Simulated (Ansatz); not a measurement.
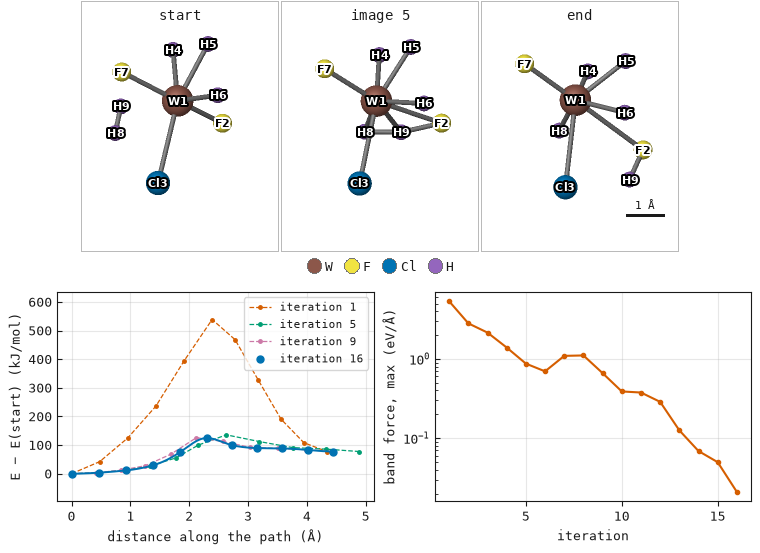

A nudged-elastic-band calculation for WH$_{5}$ClF$_{2}$, made up at the start of WH$_{3}$ClF$_{2}$ and H₂. Images are numbered from 0 (start) to 10 (end). The plot follows the band through its iterations. A ball-and-stick model, seen from a free direction.

These are results of RKS PBE/def2-SVP (Ansatz), not measurements. Set-up: 9 movable images; climbing image; force threshold 0.03 eV/Å; iteration limit 60; starting path through a guess of the saddle point.

> Judge this run.

The result is final at these settings. The band converged in 16 iterations. The largest component of the band force went from 5.3 to 0.021 eV/Å. The climbing image converged on the top of the path. Its vibrational analysis gives one imaginary mode (778i cm⁻¹), as a transition state must have. The first iteration put the highest image at 538.8 kJ/mol. The highest point, image 5, lies 124.7 kJ/mol above the start and 47.2 kJ/mol above the end; the end is at +77.5 kJ/mol relative to the start.

The run took 2.9 min on 2 threads of Intel(R) Xeon(R) 6975P-C (Granite Rapids), on a shared host, peak memory 0.17 GiB.
